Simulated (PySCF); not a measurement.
# Atomic calculation, with input and output: Nd⁺

- system: Nd⁺, configuration 1s2 2s2 2p6 3s2 3p6 3d10 4s2 4p6 4d10 4f3 5s2 5p6 5d1 6s1, multiplicity 6.
- method: unrestricted M06, cc-pVDZ-X2C, spin-free X2C-1e, Gaussian nucleus (PySCF)

### Input
```python
from pyscf import gto, scf, dft, mp, cc
import basis_set_exchange as bse
mol = gto.M(atom="Nd 0 0 0", charge=1, spin=5, symmetry="D2h",
            basis=gto.basis.parse(bse.get_basis("cc-pVDZ-X2C", elements=["Nd"], fmt="nwchem")),
            nucmod="G")
mf = dft.UKS(mol, xc="M06").sfx2c1e()
mf.irrep_nelec = {'Ag': (11, 9), 'B1g': (2, 2), 'B2g': (2, 2), 'B3g': (2, 2), 'B1u': (4, 4), 'B2u': (6, 4), 'B3u': (5, 4)}
mf.kernel()
```

The script is an equivalent of what the driver set up; the driver started from orbitals of its own, so the log can be shorter than this script's would be, and it computed the properties (radii, ⟨L²⟩, response) afterwards. It held the occupations shell by shell, which the script's counts by irreducible representation don't always enforce.

### Log (extracts)
```
damping factor = 0
level_shift factor = 0
DIIS = <class 'pyscf.scf.diis.CDIIS'>
diis_start_cycle = 1
diis_space = 10
diis_damp = 0
SCF conv_tol = 1e-09
SCF conv_tol_grad = None
number electrons alpha = 32  beta = 27
XC functionals = M06
    Y. Zhao and D. G. Truhlar.,  Theor. Chem. Acc. 120, 215 (2008)
    Y. Zhao and D. G. Truhlar.,  Theor. Chem. Acc. 120, 215 (2008)
cycle= 1 E= -9623.08883237158  delta_E= -0.0102  |g|= 0.0395  |ddm|= 0.303
cycle= 2 E= -9623.08902585688  delta_E= -0.000193  |g|= 0.0226  |ddm|= 0.093
cycle= 3 E= -9623.08912151043  delta_E= -9.57e-05  |g|= 0.00542  |ddm|= 0.0342
cycle= 4 E= -9623.08912857225  delta_E= -7.06e-06  |g|= 0.000471  |ddm|= 0.00929
cycle= 5 E= -9623.0891287204  delta_E= -1.48e-07  |g|= 6.29e-05  |ddm|= 0.000978
cycle= 6 E= -9623.08912872266  delta_E= -2.26e-09  |g|= 1.24e-05  |ddm|= 0.00018
cycle= 7 E= -9623.08912872283  delta_E= -1.71e-10  |g|= 9.89e-06  |ddm|= 4.96e-05
converged SCF energy = -9623.08912872283  <S^2> = 8.753151  2S+1 = 6.0010503
```

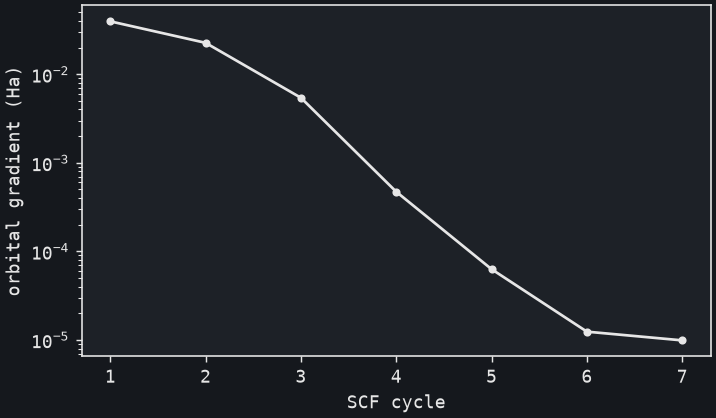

*Convergence: orbital gradient against the SCF cycle.*

The residual falls at every step. It goes from 0.040 to 9.9×10⁻⁶ in 7 steps.

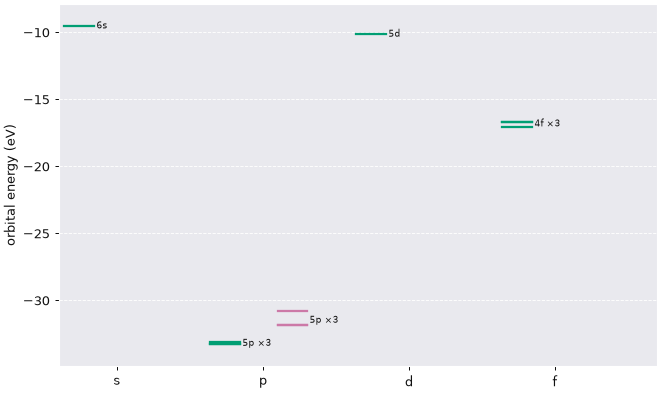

*Orbital energies of the mean field, from the top down to −33.3 eV, by angular momentum, α spin at the left of each column and β at the right; ×n counts the orbitals under one label. Empty levels that the record names by l alone aren't drawn.*

The highest filled orbital is 6s α at −9.52 eV, the lowest empty one f α at −10.6 eV.

### Summary

| quantity | value |
| --- | --- |
| outcome | converged |
| total energy | −9623.0891 hartree |
| ⟨S²⟩ | 8.753 |
| ⟨L²⟩ | 40.01 |
| SCF iterations | 7 |
| hardware | 1 CPU thread, shared host |
| CPU time | 8.9 s (integrals apart) |

### Notes

The driver held the occupations shell by shell, and empty f levels lie below the filled 6s. This is not the ground configuration of the species. ⟨L²⟩ departs from that of the intended term, so the determinant mixes terms.
